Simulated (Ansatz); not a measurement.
```cif
data_structure
_symmetry_space_group_name_H-M 'P 1'
_symmetry_Int_Tables_number 1
_cell_length_a 11.9819
_cell_length_b 3.7984
_cell_length_c 4.8417
_cell_angle_alpha 90.000
_cell_angle_beta 99.638
_cell_angle_gamma 90.000
_cell_volume 217.25
loop_
_atom_site_label
_atom_site_type_symbol
_atom_site_fract_x
_atom_site_fract_y
_atom_site_fract_z
_atom_site_occupancy
Co1 Co 0.30489 0.50000 0.17679 1
Co2 Co 0.80489 0.00000 0.17679 1
Co3 Co 0.19511 0.00000 0.82321 1
Co4 Co 0.69511 0.50000 0.82321 1
Ge1 Ge 0.18504 0.00000 0.31612 1
Ge2 Ge 0.68504 0.50000 0.31612 1
Ge3 Ge 0.31496 0.50000 0.68388 1
Ge4 Ge 0.81496 0.00000 0.68388 1
Ge5 Ge 0.42709 0.00000 0.21651 1
Ge6 Ge 0.92709 0.50000 0.21651 1
Ge7 Ge 0.07291 0.50000 0.78349 1
Ge8 Ge 0.57291 0.00000 0.78349 1
Fe1 Fe 0.00000 0.00000 0.50000 1
Fe2 Fe 0.50000 0.50000 0.50000 1
Co5 Co 0.00000 0.00000 0.00000 1
Co6 Co 0.50000 0.50000 0.00000 1
```

Space group C2/m; a structure generated by program, which may or may not match a known phase; computed pressure about −12 GPa in this cell; spin-polarised.

Level of theory: DFT LDA, scalar-relativistic, plane waves, PAW in Ansatz.

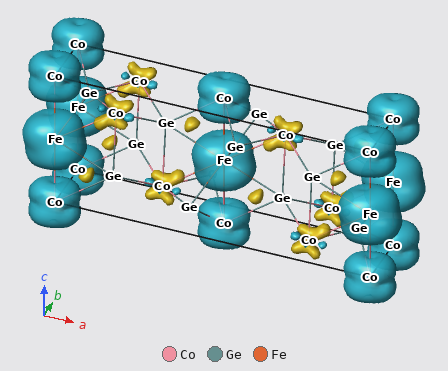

FeCo3Ge4. Isosurfaces of the spin density at +0.01 (yellow) and −0.01 e/Å³ (cyan), seen slightly off an axis. Sticks mark near contacts.

Q: Which atoms carry the moments, and with what signs?

A: The spin density sits on Fe: −1.2 μB (×2); Co: −0.5 μB (×2) in one cell of 16 atoms: parallel main moments (a ferromagnetic arrangement) in this solution. The cell of the calculation (8 atoms) carries 1.6 μB of net spin moment.
